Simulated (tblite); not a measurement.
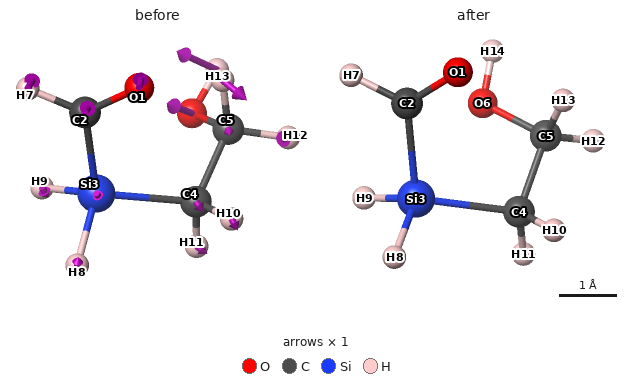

The structure of C$_{3}$H$_{8}$O$_{2}$Si before (left) and after (right) a relaxation, at one scale. The purple arrows give the displacements, at their true length.

Style: ball-and-stick. Shown from a free direction.

Theory: GFN2-xTB geometry optimisation, gas phase (tblite). 

Describe what moved and what it gained.

Answer. H14 moves most after the best rigid fit: 1.17 Å. Largest moves by element: H 1.17 Å, O 0.84 Å, C 0.44 Å, Si 0.19 Å. Near-neighbour distances that change, for instance: Si3–O6 3.332 → 2.644 Å, C2–Si3 1.854 → 1.922 Å, Si3–H9 1.491 → 1.460 Å, Si3–H8 1.489 → 1.471 Å. Among the angles between lasting bonds that change: Si3–C4–C5 114.8° → 106.1°, Si3–C4–H10 107.6° → 112.9°, H8–Si3–H9 105.4° → 110.4°. Groups turn about C4–C5 by about 35°. After 134 geometry steps the energy has fallen by 24.7 kJ/mol. The run took 1.2 s on 1 thread of Arm Neoverse N1 (shared host).
